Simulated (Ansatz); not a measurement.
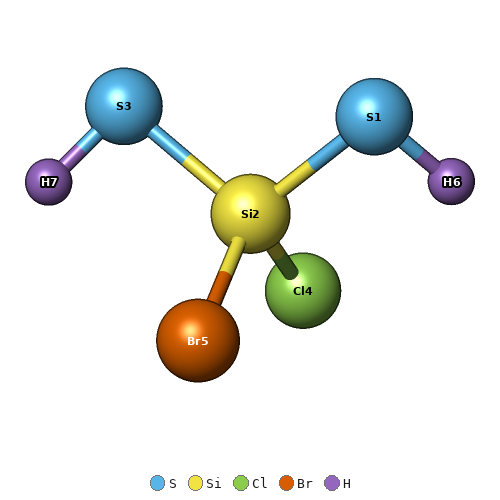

The system is BrClH₂S₂Si, SMILES S[Si](S)(Cl)Br; the picture shows the reference structure. 
- First axis: angle H6–S1–Si2. Second axis: dihedral H6–S1–Si2–S3.
- Nothing is relaxed (all other coordinates rigid).
- The scan uses an 11 × 12 grid.
- Points are written as (first, second).
- Energies are in kJ/mol, from the lowest grid point.
- Theory: RKS PBE-D4/def2-SVP in Ansatz.

Its coordinates:

```yaml
atoms:
  - { symbol: S, position_ang: [-1.3203, 0.7618, 1.3772] }
  - { symbol: Si, position_ang: [0.0045, 0.0141, -0.1256] }
  - { symbol: S, position_ang: [1.2202, -1.4059, 0.9113] }
  - { symbol: Cl, position_ang: [-1.1108, -0.8096, -1.6760] }
  - { symbol: Br, position_ang: [1.3019, 1.5839, -1.0615] }
  - { symbol: H, position_ang: [-2.3039, 1.0407, 0.4748] }
  - { symbol: H, position_ang: [2.2694, -1.2529, 0.0540] }
```

Range: angle H6–S1–Si2 from 48 to 138°; dihedral H6–S1–Si2–S3 from −180 to 150°.

What will the energy surface look like?

Answer. The lowest grid point is at (93°, −150°). A higher local minimum lies near (93°, 60°) (2.9 kJ/mol above the lowest at that grid point). The highest grid point, (48°, 0°), lies 141 kJ/mol above the lowest. On the interpolated surface the easiest way out of the lowest well to the well at about (91°, 50°) passes a barrier of about 12 kJ/mol. Round the minimum the two coordinates are nearly uncoupled.

| dihedral H6–S1–Si2–S3 ↓, angle H6–S1–Si2 → | 48 | 57 | 66 | 75 | 84 | 93 | 102 | 111 | 120 | 129 | 138 |
| --- | --- | --- | --- | --- | --- | --- | --- | --- | --- | --- | --- |
| 150 | 133 | 79 | 46 | 25 | 13 | 10 | 13 | 24 | 41 | 64 | 90 |
| 120 | 132 | 79 | 46 | 26 | 15 | 12 | 16 | 28 | 45 | 67 | 93 |
| 90 | 129 | 75 | 42 | 21 | 10 | 8 | 13 | 25 | 43 | 66 | 93 |
| 60 | 126 | 71 | 37 | 16 | 5 | 3 | 9 | 21 | 41 | 65 | 93 |
| 30 | 129 | 73 | 38 | 17 | 6 | 4 | 10 | 23 | 42 | 67 | 95 |
| 0 | 141 | 84 | 47 | 24 | 12 | 10 | 15 | 28 | 47 | 71 | 99 |
| −30 | 138 | 83 | 48 | 26 | 15 | 13 | 19 | 32 | 51 | 75 | 102 |
| −60 | 130 | 76 | 43 | 24 | 14 | 12 | 18 | 31 | 50 | 74 | 100 |
| −90 | 130 | 75 | 42 | 22 | 11 | 9 | 14 | 26 | 44 | 67 | 94 |
| −120 | 132 | 76 | 41 | 19 | 7 | 3 | 7 | 19 | 37 | 60 | 87 |
| −150 | 132 | 75 | 39 | 17 | 4 | 0 | 4 | 15 | 33 | 56 | 84 |
| −180 | 132 | 77 | 42 | 20 | 7 | 3 | 7 | 18 | 36 | 58 | 85 |

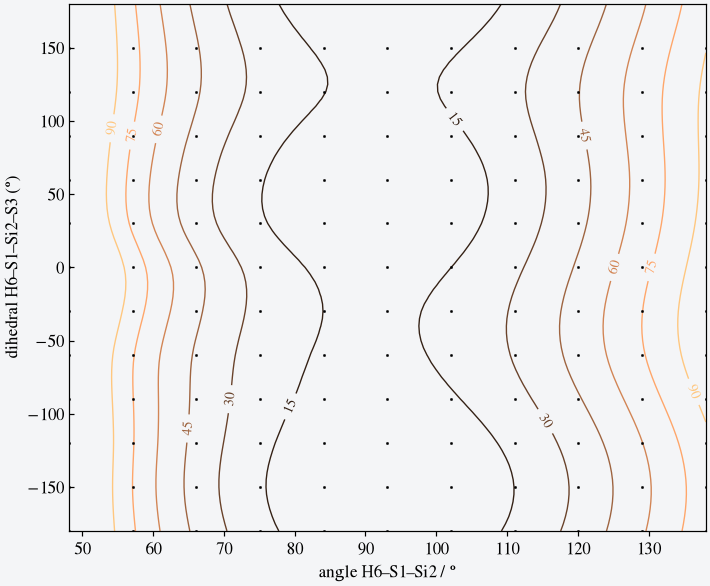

Drawn: contour lines labelled in kJ/mol (none above 90), dots at the grid points. Between grid points the surface is interpolated.

Each point was launched as `ansatz run input.yaml --threads 1 --pin off --max-ram 2560MiB --backend cpu --events-out ev --progress --plain --runs-dir out`. Time for the 132 points that were run: 9.6 min on 1 thread of Arm Neoverse V2, with other jobs on the host.
